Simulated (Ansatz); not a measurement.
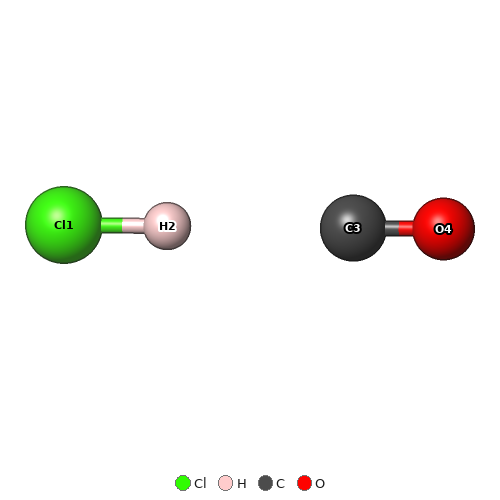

The system is the pair ClH···CO; the picture shows the reference structure. The first coordinate is: separation of C3 and Cl1 along their line in the relaxed pair; the second: sideways slip of Cl1, H2. Nothing is relaxed (both partners rigid). The scan uses an 11 × 11 grid; 101 points were computed and 20 follow by symmetry. Points are written as (first, second). Energies: kcal/mol, counted from the two partners far apart, frozen as in the relaxed pair, each in its own basis (no counterpoise correction). Computed with RKS wB97X-V/def2-SVPD in Ansatz 0.2.0.

Its coordinates:

```yaml
atoms:
  - { symbol: Cl, position_ang: [-0.0852, -0.2273, -2.4040] }
  - { symbol: H, position_ang: [-0.0397, -0.1061, -1.1193] }
  - { symbol: C, position_ang: [0.0426, 0.1139, 1.2001] }
  - { symbol: O, position_ang: [0.0823, 0.2196, 2.3233] }
```

Range: separation of C3 and Cl1 along their line in the relaxed pair from 3.043 to 4.443 Å; sideways slip of Cl1, H2 from −1.5 to 1.5 Å.

Question: What landscape does the calculation give?

Answer: The lowest grid point is at (3.573 Å, 0.0 Å), −2.64 kcal/mol from the two partners far apart, frozen as in the relaxed pair, each in its own basis (no counterpoise correction). It is the only kind of minimum in the scanned range. The highest grid point, (3.043 Å, 0.0 Å), lies 4.10 kcal/mol above the lowest. Round the minimum the two coordinates are nearly uncoupled.

```tsv
second ↓, first →	3.043	3.099	3.190	3.302	3.431	3.573	3.728	3.893	4.067	4.251	4.443
1.5	0.10	−0.18	−0.54	−0.84	−1.05	−1.15	−1.15	−1.09	−0.99	−0.88	−0.76
1.2	0.43	−0.02	−0.58	−1.05	−1.35	−1.50	−1.51	−1.43	−1.29	−1.13	−0.96
0.9	0.79	0.14	−0.65	−1.29	−1.70	−1.88	−1.89	−1.78	−1.59	−1.38	−1.17
0.6	1.13	0.28	−0.75	−1.55	−2.05	−2.26	−2.25	−2.10	−1.87	−1.61	−1.36
0.3	1.37	0.36	−0.84	−1.77	−2.32	−2.53	−2.51	−2.33	−2.07	−1.78	−1.49
0.0	1.45	0.39	−0.88	−1.85	−2.42	−2.64	−2.61	−2.42	−2.15	−1.84	−1.54
−0.3	1.37	0.36	−0.84	−1.77	−2.32	−2.53	−2.51	−2.33	−2.07	−1.78	−1.49
−0.6	1.13	0.27	−0.76	−1.55	−2.05	−2.26	−2.25	−2.10	−1.87	−1.61	−1.36
−0.9	0.79	0.14	−0.66	−1.30	−1.70	−1.89	−1.89	−1.78	−1.59	−1.38	−1.17
−1.2	0.42	−0.03	−0.59	−1.05	−1.36	−1.50	−1.51	−1.43	−1.29	−1.13	−0.96
−1.5	0.10	−0.19	−0.55	−0.85	−1.05	−1.15	−1.16	−1.10	−1.00	−0.88	−0.76
```

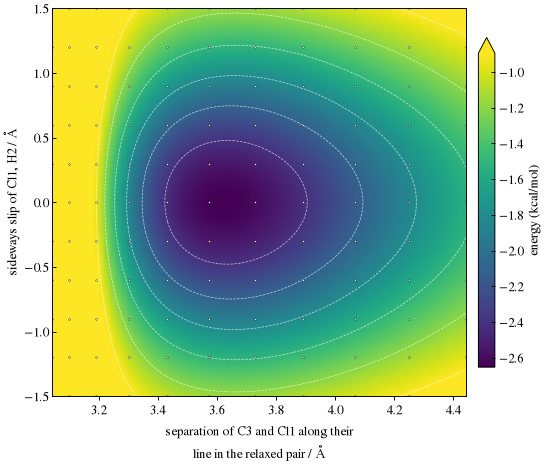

The picture shows a smooth colour map with a few white contour lines, dots at the grid points, one colour for all values above the top of the scale. Between grid points the surface is interpolated.

Each point was launched as `ansatz run input.yaml --threads 1 --pin off --max-ram 2560MiB --backend cpu --events-out ev --progress --plain --runs-dir out`. Time for the 101 points that were run: 9.2 min on 1 thread of Arm Neoverse V1, on a shared host.
